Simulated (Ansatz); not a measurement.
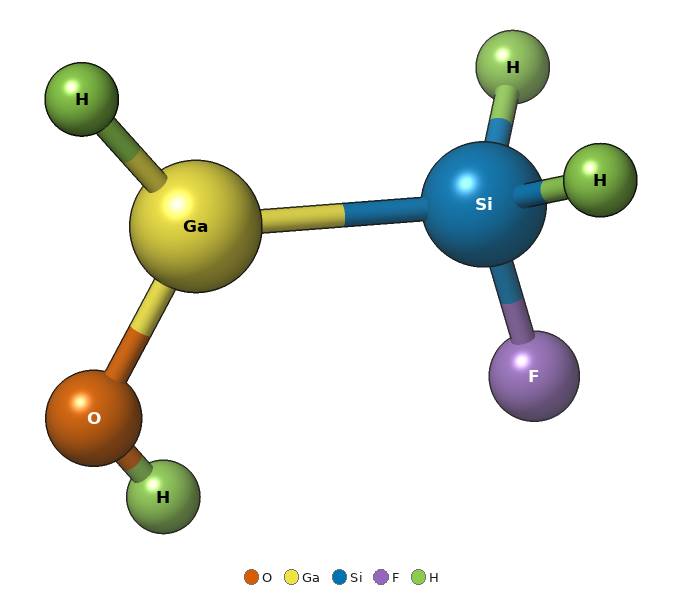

The picture shows the input geometry.

The calculation was set up as follows.

```yaml
crystal:
  periodic: [false, false, false]
  atoms:
    - {symbol: O, position_ang: [-2.152603, 0.668281, 0.454538]}
    - {symbol: Ga, position_ang: [-0.411409, 1.077094, 0.391704]}
    - {symbol: Si, position_ang: [1.066687, -0.691448, -0.347086]}
    - {symbol: F, position_ang: [0.165417, -1.990632, -0.663161]}
    - {symbol: H, position_ang: [-2.350278, -0.231724, 0.185391]}
    - {symbol: H, position_ang: [-0.099465, 2.542888, 0.831390]}
    - {symbol: H, position_ang: [2.066841, -1.082735, 0.683454]}
    - {symbol: H, position_ang: [1.806908, -0.348822, -1.592129]}
basis:
  gaussian: {orbitals: def2-TZVPP}
hamiltonian: {xc: {name: wB97X-V}}
output: {orbitals: {seedname: orbitals}}
```

It was started with:

```sh
ansatz run in.yaml --threads 4 --pin off --events-out ev --progress --plain --max-ram 10444MiB
```

What the program printed:

```
Functional definition: wB97X-V
  name "wB97X-V"
  cite "Mardirossian & Head-Gordon, Phys. Chem. Chem. Phys. 16, 9904 (2014) doi:10.1039/C3CP54374A"
  cite "Becke, J. Chem. Phys. 107, 8554 (1997) doi:10.1063/1.475007"
  cite "Vydrov & Van Voorhis, J. Chem. Phys. 133, 244103 (2010) doi:10.1063/1.3521275"
  parameter omega = 0.3/bohr
  parameter cx = 0.167
  parameter cx1 = 0.603
  parameter cx2 = 1.194
  parameter css0 = 0.556
  parameter css1 = -0.257
  parameter cos0 = 1.219
  parameter cos1 = -1.850
  parameter b = 6.0
  parameter c = 0.01
  exchange = spin_sum(e_x_unif_sr(omega)*poly(b97_u_x, 1 - cx, cx1, cx2)) + cx*exact_x_sr(omega) + exact_x_lr(omega)
  correlation = spin_sum(e_c_pw_same_spin*poly(b97_u_same, css0, css1))
      + integral(e_c_pw_opposite_spin*poly(b97_u_opposite, cos0, cos1)) + vv10(b, c)
1237 factors; their error is unknown
271 factors; integrals over basis functions are off by at most 9.2e-6 eV
mean field evaluation 1: about -65075.0929 eV, gradient 6.3e1 eV
mean field evaluation 2: about -65068.8086 eV, gradient 9.0e1 eV
mean field evaluation 4: about -65081.5465 eV, gradient 4.2e0 eV
mean field evaluation 8: about -65081.7134 eV, gradient 6.9e-2 eV
mean field evaluation 16: about -65081.7134 eV, gradient 3.2e-5 eV
mean field -65081.71340533 eV, -2391.7088536760 hartree, gradient 3.2e-5 eV, S^2 0.000000; 0 other end points of the search recorded, 0 dependent functions left out
reference -65081.71340320 eV, -2391.7088535978 hartree; 33, 33 occupied and 175, 175 virtual orbitals, 1237 factors
Total energy: -65081.71340320 eV, -2391.7088535978 hartree
```
